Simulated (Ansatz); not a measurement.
## Geometry relaxation, with input and output: SiH₄

SiH₄, computed with RKS PBE-D4/def2-SVP (Ansatz 0.2.0).

Figures and captions count atoms from 1; the log counts them from 0 in places.

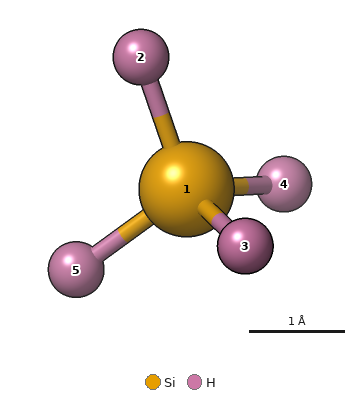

**Figure 1.** The structure as given in the input (ball-and-stick view, seen at a tilt; atoms are numbered from 1 in the order of the input).

**The input**
```yaml
crystal:
  periodic: [false, false, false]
  atoms:
    - { symbol: Si, position_ang: [-0.00017076, 0.00025093, 8.211e-05] }
    - { symbol: H, position_ang: [-0.17400856, 1.24479068, -0.8235463] }
    - { symbol: H, position_ang: [-0.75452411, 0.14480756, 1.29140589] }
    - { symbol: H, position_ang: [1.45889628, -0.20677449, 0.29293493] }
    - { symbol: H, position_ang: [-0.53106286, -1.18179469, -0.76045663] }
basis:
  gaussian: { orbitals: def2-SVP }
hamiltonian:
  xc: pbe
  dispersion: d4
relax:
  f_tol: 0.002
  max_steps: 150
```

Run as:
```bash
ansatz run input.yaml --threads 1 --pin off --max-ram 2560MiB --backend cpu --events-out ev --progress --plain --runs-dir out
```

**Log**
```
The last accepted step is kept in [file] (removed where the run ends without a failure and the disk answers)
Engine: ansatz 0.2.0, x86_64-unknown-linux-gnu
Functional definition: PBE
  parameter kappa = 0.804
  parameter beta = 0.06672455060314922
  exchange = pbe_x(kappa = kappa, mu = beta*pi^2/3)
  correlation = pbe_c(beta = beta)
428 factors; their error is unknown
mean field evaluation 1: about -7934.7698 eV, gradient 1.1e1 eV
mean field evaluation 2: about -7935.2451 eV, gradient 4.2e0 eV
mean field evaluation 4: about -7935.3266 eV, gradient 2.4e-2 eV
mean field evaluation 8: about -7935.2910 eV, gradient 2.3e-4 eV
mean field -7935.29098717 eV, -291.6165650453 hartree, gradient 2.1e-5 eV, S^2 0.000000; 0 other end points of the search recorded, 0 dependent functions left out
the calculation of the forces begins
reference -7935.29101395 eV, -291.6165660291 hartree; 9, 9 occupied and 29, 29 virtual orbitals, 428 factors
relax step   1: F+E_penalty+E_count = -7935.33334671 eV  Δ(F+E_penalty+E_count) = +0.000e0 eV  max|allowed force component| = 5.703e-3 eV/Å  Δτ_max = 0.0000 Å  (19 SCF iters, accepted)
these checks for a lower state are left out or cut short: starts, cluster_reference, orbital_swaps, neighbouring_geometries, increment
428 factors; their error is unknown
mean field evaluation 16: about -7935.2910 eV, gradient 1.7e-5 eV
mean field -7935.29099063 eV, -291.6165651722 hartree, gradient 1.7e-5 eV, S^2 0.000000; 0 other end points of the search recorded, 0 dependent functions left out
the calculation of the forces begins
reference -7935.29101740 eV, -291.6165661562 hartree; 9, 9 occupied and 29, 29 virtual orbitals, 428 factors
relax step   2: F+E_penalty+E_count = -7935.33335058 eV  Δ(F+E_penalty+E_count) = -3.867e-6 eV  max|allowed force component| = 1.329e-3 eV/Å  Δτ_max = 0.0003 Å  (14 SCF iters, accepted)
428 factors; their error is unknown
mean field -7935.29099063 eV, -291.6165651722 hartree, gradient 2.1e-5 eV, S^2 0.000000; 1 other end points of the search recorded, 0 dependent functions left out
the calculation of the forces begins
reference -7935.29101740 eV, -291.6165661562 hartree; 9, 9 occupied and 29, 29 virtual orbitals, 428 factors
Total energy: -7935.33337735 eV, -291.6181228555 hartree
Atom 0 at    -0.000176     0.000259     0.000085 Å, force     0.000041    -0.000062    -0.000021 eV/Å
Atom 1 at    -0.174038     1.245034    -0.823669 Å, force    -0.000167     0.001157    -0.000786 eV/Å
Atom 2 at    -0.754685     0.144848     1.291624 Å, force    -0.000693     0.000130     0.001219 eV/Å
Atom 3 at     1.459144    -0.206840     0.292945 Å, force     0.001330    -0.000166     0.000294 eV/Å
Atom 4 at    -0.531115    -1.182021    -0.760565 Å, force    -0.000511    -0.001059    -0.000706 eV/Å
Dipole moment:    -0.000002     0.000003     0.000001 e Å
```

**Trajectory as extended XYZ (Å, eV, eV/Å), 2 frames, from step=1 to step=2**
```
5
Properties=species:S:1:pos:R:3:forces:R:3 step=1 energy=-7935.33335
Si   -0.0002    0.0003    0.0001    0.0001  -0.0001   0.0000
H    -0.1740    1.2448   -0.8235   -0.0007   0.0051  -0.0033
H    -0.7545    0.1448    1.2914   -0.0031   0.0006   0.0052
H     1.4589   -0.2068    0.2929    0.0057  -0.0009   0.0010
H    -0.5311   -1.1818   -0.7605   -0.0020  -0.0047  -0.0029
5
Properties=species:S:1:pos:R:3:forces:R:3 step=2 energy=-7935.33335
Si   -0.0002    0.0003    0.0001    0.0000  -0.0001   0.0000
H    -0.1740    1.2450   -0.8237   -0.0002   0.0012  -0.0008
H    -0.7547    0.1448    1.2916   -0.0007   0.0001   0.0012
H     1.4591   -0.2068    0.2929    0.0013  -0.0002   0.0003
H    -0.5311   -1.1820   -0.7606   -0.0005  -0.0011  -0.0007
```

**Results in brief**

| quantity | value |
| --- | --- |
| outcome | converged |
| total energy | −7935.3334 eV |
| mean-field energy | −7935.2910 eV |
| SCF solution under orbital rotations | stable |
| largest force (length of the vector) at the end | 0.001 eV/Å |
| hardware | 1 thread of AMD EPYC (Zen 3), 64 GiB of memory available, shared host |
| wall time | 1.4 s |
| peak memory | 0.092 GiB |
